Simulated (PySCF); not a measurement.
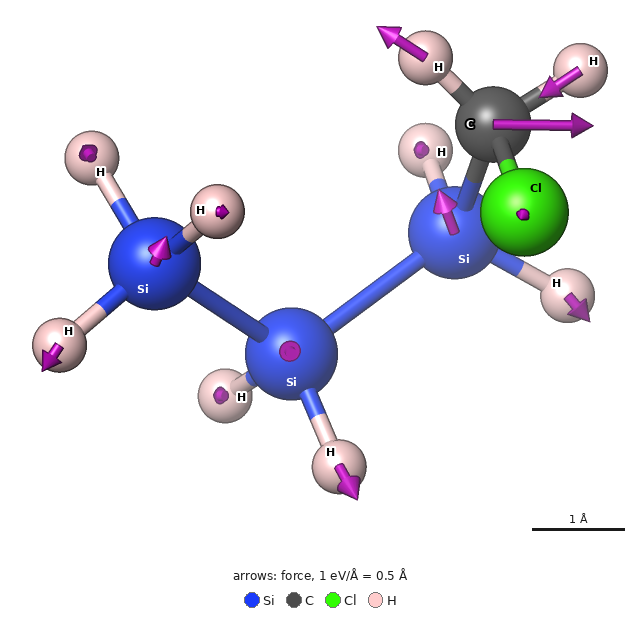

Starting geometry of CH₉ClSi₃ with the computed forces as purple arrows. Style: ball-and-stick. Shown from a free direction.

The start comes from GFN2-xTB. Its atoms were then displaced at random by about 0.01 Å.

These are results of PBE0-D3(BJ)/def2-SVP geometry optimisation, gas phase (PySCF), not measurements. 

> Is this structure relaxed? If not, where do the atoms go?

It isn't relaxed: the largest force vector, on the C atom, is 2.22 eV/Å. The final displacements have little in common with the starting forces (cosine between the two patterns 0.15). After 9 geometry steps the energy has fallen by 22.2 kJ/mol. An H atom moves most after the best rigid fit: 0.34 Å. By element the largest moves are H 0.34 Å, Cl 0.21 Å, Si 0.14 Å, C 0.11 Å. Near-neighbour distances that change, for instance: H–Si 1.448 → 1.495 Å, C–H 1.138 → 1.100 Å, C–H 1.066 → 1.100 Å, Si–Si 2.315 → 2.345 Å. Bond angles that change, for instance: Si–Si–Si 116.7° → 107.5°, H–Si–H 103.2° → 108.3°, Si–C–H 116.6° → 111.6°. The run took 2.1 min on 1 thread of Arm Neoverse N1 (shared host).
